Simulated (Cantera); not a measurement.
Feed: 1 mol Si3N4, 2.3 mol HCl, 3.2 mol N2, equilibrated at 1000 Pa.

Equilibrium computed with Cantera from the NASA thermochemical tables; the gas is ideal and each condensed phase is pure. Candidate condensed phases: NH4Cl, Si, Si3N4; 28 gas species. The tables' values for SiCl3, SiCl, SiN are old estimates; treat these amounts as uncertain. Rates play no part.

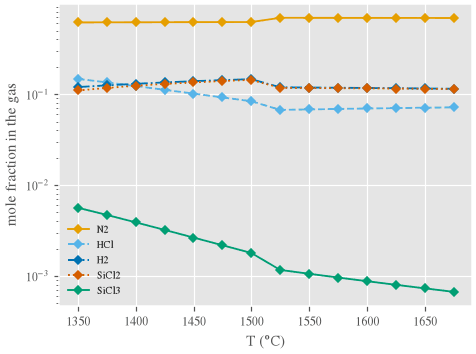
Figure: Equilibrium gas composition (values under 1e-9 drawn at 1e-9)

Task: Read off the mole fractions at 1425 °C.

Result: N2 about 0.62, H2 about 0.13, SiCl2 about 0.13, HCl about 0.11, SiCl3 about 0.0032.
